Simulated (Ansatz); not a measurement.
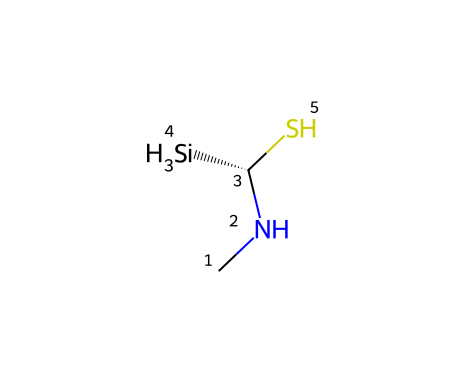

Skeletal drawing with numbered atoms; wedges and dashes mark any stereocentres. The configuration is that of a computed structure (PBE-D4/def2-SVP).

Question: Assign CIP descriptors.

Answer: C3: R.

Question: Write the isomeric SMILES.

Answer: CN[C@H]([SiH3])S
